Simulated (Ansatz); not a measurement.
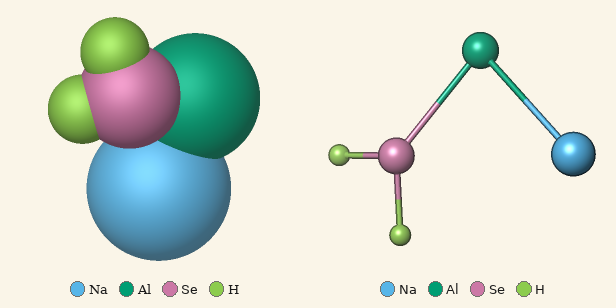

The same structure drawn twice, from different directions.

The computed structure is the end point of a PBE-D4/def2-SVP optimisation. No frequency run is at hand to confirm it as a minimum.

Identify the structure.

Formula AlH2NaSe. The point group is C1. Coordination, clear cases only: 1 Al bent.
